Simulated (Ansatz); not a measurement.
Three curves of one kind of scan: energy against volume (even scaling of the relaxed cell, symmetry kept). The numbers are results of PBE (plane waves to 420 eV, PAW, scalar-relativistic; Ansatz, a quantum-chemistry and plane-wave program), not measurements. Each is measured from its own zero (the relaxed starting cell). 

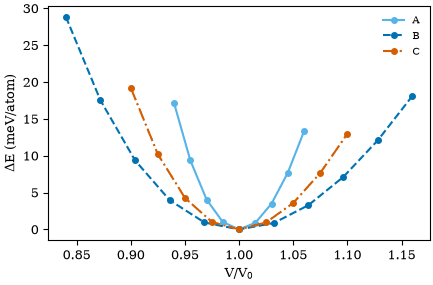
Curves A, B and C.

**Question.** Match the curves to these crystals:
- CsI (CsCl type), a = 4.667 Å, b = 4.667 Å, c = 4.667 Å, α = 90.00°, β = 90.00°, γ = 90.00°
- InSb (zinc blende), a = 6.6346 Å, b = 6.6346 Å, c = 6.6346 Å, α = 90.00°, β = 90.00°, γ = 90.00°
- Li (bcc, W type), a = 3.4352 Å, b = 3.4352 Å, c = 3.4352 Å, α = 90.00°, β = 90.00°, γ = 90.00°

**Answer.** A is InSb; B is Li; C is CsI.

All were relaxed with their symmetry unable to fall. At this level the bands of InSb touch or barely overlap; measurements give the solid a gap. Spin-orbit coupling is left out.

(Under strain, the slope of the energy per volume gives the stress and its curvature an elastic modulus.)
